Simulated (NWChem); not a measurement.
# One shape, several levels: triplet BBr2Cl

Aim: a comparison of 3 runs (UM06-2X/6-31G*, UB3LYP/6-31G*, UPBE0/6-31G*) of triplet BBr2Cl. 

Program for the calculation: NWChem 7.3.0.

11 further runs of the same task are left out: 7 that didn't finish, 4 set aside as unsound or not needed.

## (1) The molecule

BBr2Cl: 4 atoms, total charge 0, spin state triplet. SMILES of the parent species: `ClB(Br)Br`. The coordinates come from a PBE0-D4/def2-TZVP relaxation. That shape belongs to the parent species and isn't relaxed for this state.

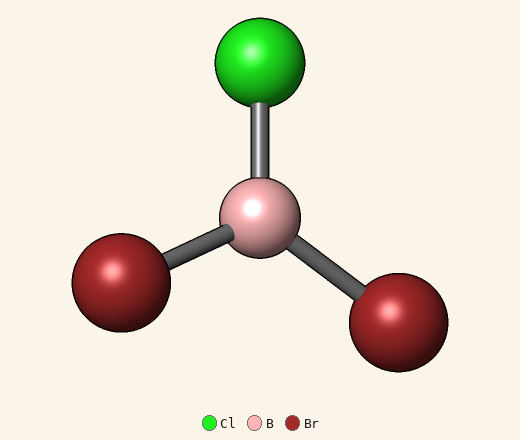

The structure, seen from a chosen angle (chlorine green, boron pink, bromine red).

## (2) A single-point energy at UM06-2X/6-31G(d) (spherical functions) (run 1)

File run.py:

```python
from ase import Atoms
from ase.calculators.nwchem import NWChem

molecule = Atoms(['Cl', 'B', 'Br', 'Br'], positions=[
    [-0.203300, -1.644940, 0.633550],
    [-0.004820, -0.039040, 0.015030],
    [1.283490, 1.123730, 0.785650],
    [-1.075360, 0.560270, -1.434250],
])

calc = NWChem(
    label='m1',
    theory='dft',
    memory='2200 mb',
    basis='6-31G*',
    basispar='spherical bse',
    dft={'xc': 'm06-2x', 'mult': '3', 'grid': 'fine', 'convergence': 'energy 1e-08', 'iterations': '100', 'mulliken': None, 'print': 'low'},
    task='energy',
)
molecule.calc = calc

e = molecule.get_potential_energy()
print(f"E = {e:.6f} eV")
```

Command:

```
export ASE_NWCHEM_COMMAND="nwchem PREFIX.nwi > PREFIX.nwo"
python run.py
```

Output:

```text
E = -153272.637192 eV
```

The calculator wrote m1.nwi:

```
title "m1"

permanent_dir m1

scratch_dir m1

start m1

geometry units angstrom nocenter noautosym noautoz
  Cl -2.0330000000000001e-01 -1.6449400000000001e+00 6.3354999999999995e-01
  B  -4.8199999999999996e-03 -3.9039999999999998e-02 1.5030000000000000e-02
  Br 1.2834900000000000e+00 1.1237299999999999e+00 7.8564999999999996e-01
  Br -1.0753600000000001e+00 5.6027000000000005e-01 -1.4342500000000000e+00
end

memory 2200 mb

basis spherical bse noprint
   * library 6-31G*
end

dft
  xc m06-2x
  mult 3
  grid fine
  convergence energy 1e-08
  iterations 100
  mulliken
  print low
end

task dft energy
```

m1.nwo:

```text
Northwest Computational Chemistry Package (NWChem) 7.3.0
             --------------------------------------------------------

           Job information
           ---------------

    nwchem branch   = 7.3.0
    use scalapack   = T
    input           = m1.nwi
    prefix          = m1.
    data base       = m1/m1.db
    status          = startup
    nproc           =        1

           Memory information
           ------------------

[... 5 lines left out ...]
    hardfail = no
[... 37 lines left out ...]
            Nuclear Dipole moment (a.u.)
[... 87 lines left out ...]
         Total DFT energy =    -5632.665570751480
[... 1 line left out ...]
           Coulomb energy =     2932.718094935627
[... 1 line left out ...]
 Nuclear repulsion energy =      520.816774834137
[... 42 lines left out ...]
    Atom       Charge   Shell Charges
 -----------   ------   -------------------------------------------------------
    1 Cl  17     0.21   0.00  0.00  0.01  0.00  0.16 -0.00  0.03  0.01
    2 B    5     0.82   0.00  0.02  0.53  0.01  0.26 -0.01
    3 Br  35     0.49   0.00  0.00  0.00  0.00  0.02  0.01  0.36 -0.01  0.08 -0.01  0.00  0.03
    4 Br  35     0.49   0.00  0.00  0.00  0.00  0.02  0.01  0.36 -0.01  0.08 -0.01  0.00  0.03

     --------------------------
     Expectation value of S2:
     --------------------------
      <S2> =      2.0093 (Exact =     2.0000)

 Task  times  cpu:       43.7s     wall:       43.7s
 Total times  cpu:       43.8s     wall:       43.8s
```

It took 45 s on 1 thread of Intel Xeon 6975P-C (Granite Rapids), shared host; peak memory 0.12 GiB.

## (3) A single-point energy at UB3LYP/6-31G(d) (spherical functions) (run 2)

File bbr2cl.nw:

```
start bbr2cl
memory total 2200 mb

geometry noautosym nocenter noautoz
   Cl   -0.203300   -1.644940    0.633550
   B    -0.004820   -0.039040    0.015030
   Br    1.283490    1.123730    0.785650
   Br   -1.075360    0.560270   -1.434250
end

basis "ao basis" spherical bse
   * library 6-31G*
end

dft
   xc b3lyp
   mult 3
   grid fine
   convergence energy 1e-08
   iterations 100
   mulliken
end

task dft
```

Command:

```
nwchem bbr2cl.nw > bbr2cl.out
```

Output:

```text
[...]
          Wavefunction type:  spin polarized.
          No. of atoms     :     4
          No. of electrons :    92
[...]
          Charge           :     0
          Spin multiplicity:     3
[...]
          AO basis - number of functions:    96
[...]
              XC Information
              --------------
                         B3LYP Method XC Potential
                     Hartree-Fock (Exact) Exchange  0.200
                        Slater Exchange Functional  0.800 local
                    Becke 1988 Exchange Functional  0.720 non-local
              Lee-Yang-Parr Correlation Functional  0.810
                  VWN I RPA Correlation Functional  0.190 local
[...]
 d= 0,ls=0.0,diis     1  -5632.6670921827 -6.15D+03  6.91D-03  1.22D-01     4.1
[...]
 d= 0,ls=0.0,diis    12  -5632.7238258699 -1.02D-09  2.29D-07  6.76D-10    37.4
[...]
         Total DFT energy =    -5632.723825869853
      One electron energy =    -8869.215883600065
           Coulomb energy =     2930.715106122281
    Exchange-Corr. energy =     -215.039823226207
 Nuclear repulsion energy =      520.816774834138
[...]
      Total Density - Mulliken Population Analysis
     ---------------------------------------------
    Atom       Charge   Shell Charges
 -----------   ------   -------------------------------------------------------
    1 Cl  17    17.02   2.00  2.00  5.97  1.42  3.60  0.53  1.48  0.03
    2 B    5     5.13   1.99  0.51  1.58  0.30  0.68  0.07
    3 Br  35    34.92   2.00  2.00  6.00  2.00  5.99  1.65  3.76  0.30  1.18  6.95  2.92  0.18
    4 Br  35    34.92   2.00  2.00  6.00  2.00  5.99  1.65  3.76  0.30  1.18  6.95  2.92  0.18
[...]
      <S2> =      2.0056 (Exact =     2.0000)
[...]
```

Wall time 38 s (1 thread of Intel Xeon 6975P-C (Granite Rapids), shared host); peak memory 0.12 GiB.

## (4) A single-point energy at UPBE0/6-31G(d) (spherical functions) (run 3)

File work.nw:

```
start work
title "BBr2Cl PBE0"
memory stack 880 mb heap 220 mb global 1100 mb

geometry noautosym nocenter noautoz
  Cl      -0.203300      -1.644940       0.633550
  B       -0.004820      -0.039040       0.015030
  Br       1.283490       1.123730       0.785650
  Br      -1.075360       0.560270      -1.434250
end

basis "ao basis" spherical bse
  Cl library 6-31G*
  B library 6-31G*
  Br library 6-31G*
end

dft
  xc pbe0
  mult 3
  grid fine
  convergence energy 1e-08
  iterations 100
  mulliken
end

task dft energy
```

Command:

```
nwchem work.nw > work.out
```

Output:

```text
[...]
          Wavefunction type:  spin polarized.
          No. of atoms     :     4
          No. of electrons :    92
[...]
          Charge           :     0
          Spin multiplicity:     3
[...]
          AO basis - number of functions:    96
[...]
              XC Information
              --------------
                         PBE0 Method XC Functional
                     Hartree-Fock (Exact) Exchange  0.250
          PerdewBurkeErnzerhof Exchange Functional  0.750
            Perdew 1991 LDA Correlation Functional  1.000 local
           PerdewBurkeErnz. Correlation Functional  1.000 non-local
[...]
 d= 0,ls=0.0,diis     1  -5631.8280869393 -6.15D+03  6.55D-03  1.04D-01     4.8
[...]
 d= 0,ls=0.0,diis    12  -5631.8798923166 -2.60D-09  6.87D-07  1.96D-09    41.3
[...]
         Total DFT energy =    -5631.879892316565
      One electron energy =    -8869.452632228747
           Coulomb energy =     2930.971151980464
    Exchange-Corr. energy =     -214.215186902420
 Nuclear repulsion energy =      520.816774834138
[...]
      Total Density - Mulliken Population Analysis
     ---------------------------------------------
    Atom       Charge   Shell Charges
 -----------   ------   -------------------------------------------------------
    1 Cl  17    17.02   2.00  2.00  5.97  1.40  3.59  0.54  1.48  0.03
    2 B    5     5.20   2.00  0.50  1.55  0.32  0.75  0.07
    3 Br  35    34.89   2.00  2.00  6.00  2.00  5.99  1.64  3.76  0.31  1.15  6.95  2.91  0.18
    4 Br  35    34.89   2.00  2.00  6.00  2.00  5.99  1.64  3.76  0.31  1.15  6.95  2.91  0.18
[...]
      <S2> =      2.0071 (Exact =     2.0000)
[...]
```

Run time: 42 s. Hardware: 1 thread of Intel Xeon 6975P-C (Granite Rapids), shared host; peak memory 0.12 GiB.

## (5) Overview of the runs

```
run                                 level   energy (Eh)   ⟨S²⟩  wall time
  1  UM06-2X/6-31G* (spherical functions)  -5632.665571  2.009       45 s
  2   UB3LYP/6-31G* (spherical functions)  -5632.723826  2.006       38 s
  3    UPBE0/6-31G* (spherical functions)  -5631.879892  2.007       42 s
```

## (6) Summary of results

| quantity | value |
| --- | --- |
| run 3: total energy | -5631.87989 Eh |
| run 3: dipole moment | 1.09 D |
| run 3: HOMO energy (highest over α and β) | -3.75 eV |
| run 3: ⟨S²⟩ | 2.007 |

In words: Totals of different functionals can't be ranked against each other. All runs together took 2.1 min, the longest 45 s.
